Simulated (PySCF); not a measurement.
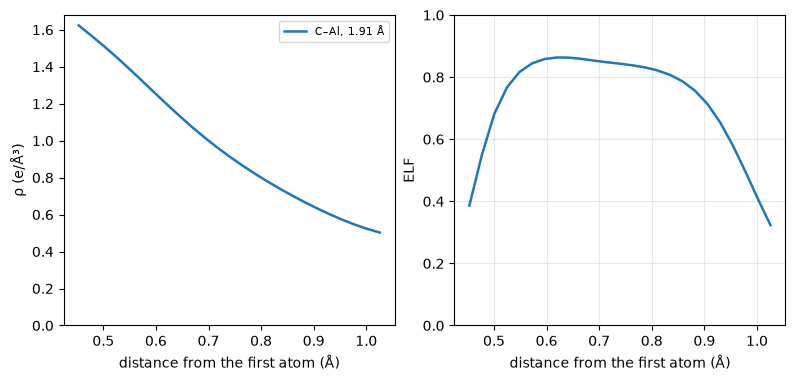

AlC (charge −1, triplet). Total electron density and electron localisation function along straight lines between neighbouring atoms. The curves leave out the atomic cores.

⟨S²⟩ = 2.14, above the pure value of 2.00.

The calculation used PBE0/aug-cc-pVDZ-DK/X2C, spin-free X2C-1e, Gaussian nucleus, at a bond length of 1.908 Å in PySCF 2.14.0.

What can be read from the curves?

Answer. C–Al (1.91 Å): ρ at the midpoint is about 0.57 e/Å³; the ELF peaks at about 0.85 in the valence shell of C, 0.6 Å from its nucleus, and is about 0.60 at the midpoint.
